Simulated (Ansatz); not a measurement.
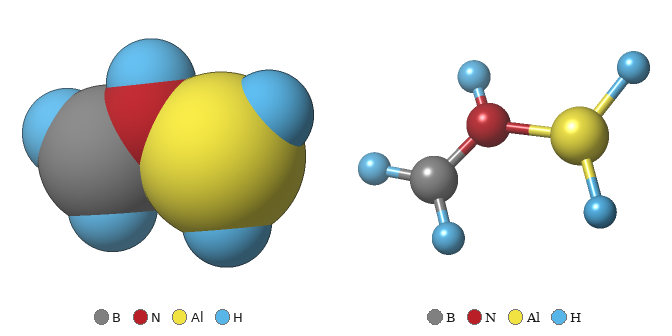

The same structure drawn twice, from different directions.

The geometry was computed by an optimisation with PBE0-D4/def2-TZVP.

Count the atoms of each element.

AlBH5N, 8 atoms: 1 aluminium, 1 boron, 5 hydrogen and 1 nitrogen.

Which point group does it belong to?

Cs.

How many sets of symmetry-equivalent atoms are there?

8: 1 B, 1 N, 1 Al, 1 H, 1 H, 1 H, 1 H, 1 H.

Name some functional groups or characteristic bonds that it holds.

Among them: B–H bond.

Write the SMILES.

B[NH][AlH2]

The parts below concern this one geometry. Atoms keep their numbers from picture to picture.

**Charges**

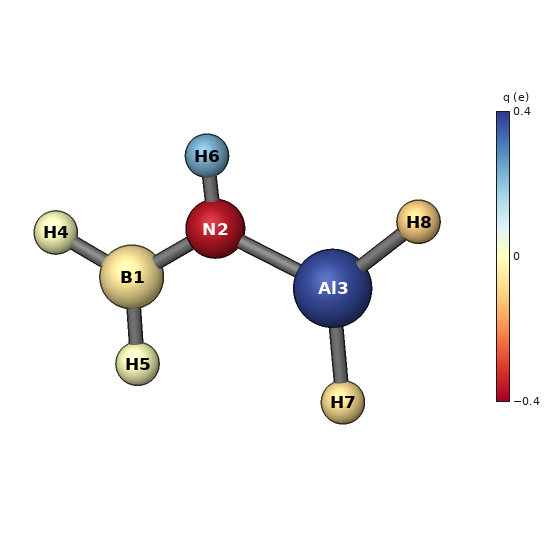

Atoms are coloured by their Mulliken charges. Level of theory: RKS PBE0-D4/def2-TZVP (Ansatz 0.2.0).

List the Mulliken charges.

```csv
atom,value (e)
B1,−0.06
N2,−0.36
Al3,0.37
H4,0.00
H5,0.00
H6,0.23
H7,−0.08
H8,−0.10
```

**Dipole moment**

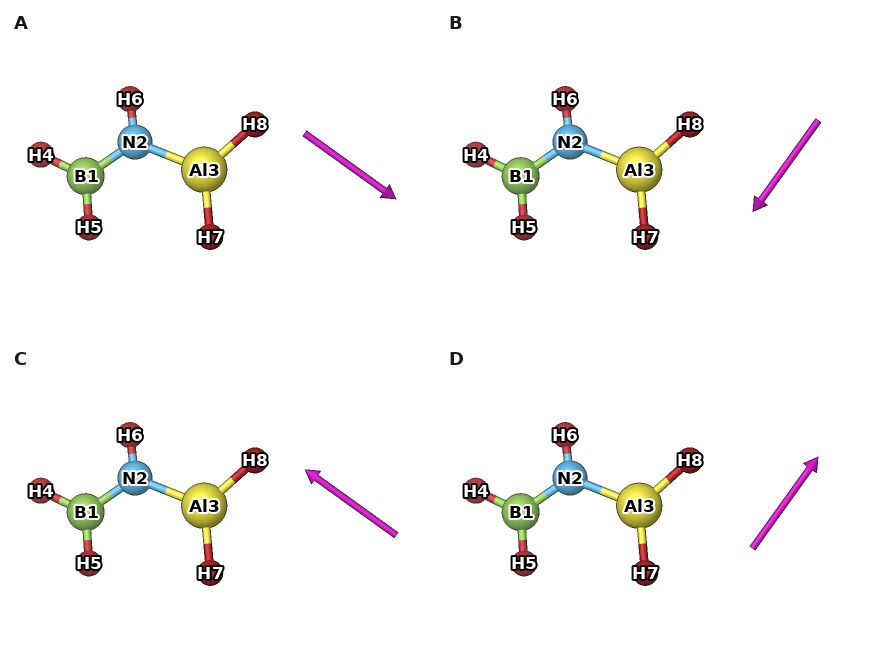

The same molecule four times, each with an arrow. Properties computed with RKS PBE0-D4/def2-TZVP (Ansatz 0.2.0).

Which arrow points along the dipole moment, from the negative to the positive end?

D. The dipole moment is 1.42 D; it points from the side of H5 to the side of H8 (the outermost atoms at the two ends).

**Thermal motion**

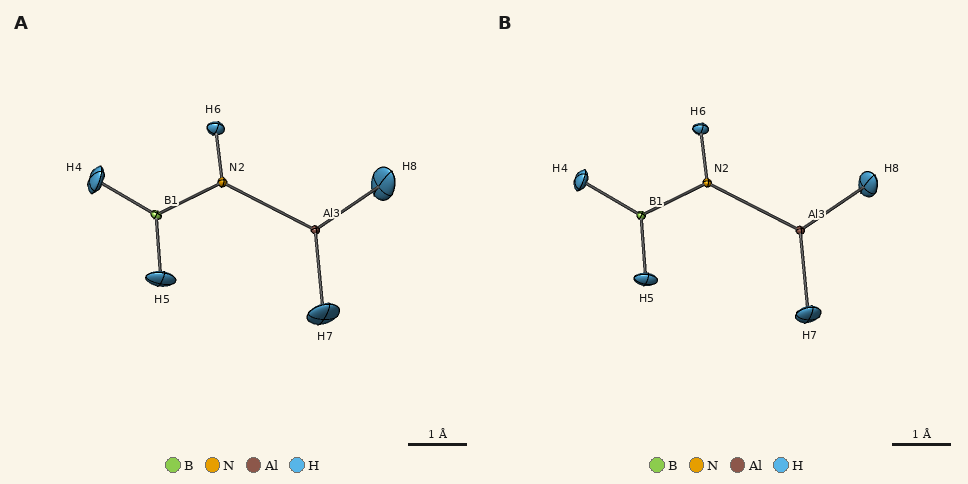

Displacement ellipsoids at the 50 % level, scaled by 0.7, from the internal vibrations of the free molecule (harmonic, no overall translation or rotation; no half-axis is drawn under 0.075 Å). Vibrations computed with RKS PBE0-D4/def2-TZVP (Ansatz 0.2.0). One panel is for 298 K, the other for 600 K.

Which panel is for 600 K?

A.

How much does the mean-square displacement of H8 grow, and why?

U_eq goes from 0.0563 to 0.1000 Å², a factor of 1.8. Modes below kT (417 cm⁻¹ at 600 K) grow about in proportion to T, and the lowest lies at 159 cm⁻¹; the mean-square amplitude of a mode is its zero-point value times coth(ħω/2kT), which comes close to 1 only above about 3kT.

Mulliken values depend strongly on the basis set and can even reverse the polarity of a bond.
